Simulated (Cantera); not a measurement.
Feed: 1 mol MgCO₃, 0.059 mol CO₂, 0.01 mol H₂, at 1300 Pa.

Method: chemical equilibrium by Gibbs-energy minimisation in Cantera with the NASA 1993 tables (ideal gas, pure condensed phases). Candidate condensed phases: C, C₆H₆, C₇H₈, C₈H₁₈, H₂O, Mg, MgCO₃, MgO, Mg(OH)₂; 116 gas species. Equilibrium is a limit: real reactors are often held back by kinetics, nucleation or transport.

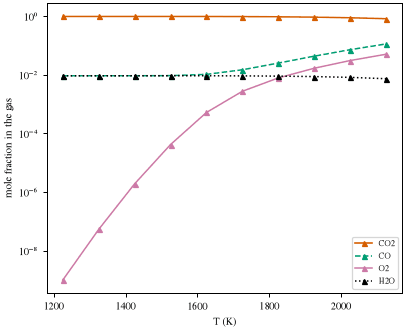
Figure. Equilibrium gas composition (values under 1e-9 drawn at 1e-9)

### Question
Read off the mole fractions at 1925 K.

### Answer
CO₂ about 0.93, CO about 0.043, O₂ about 0.017, H₂O about 0.0087.
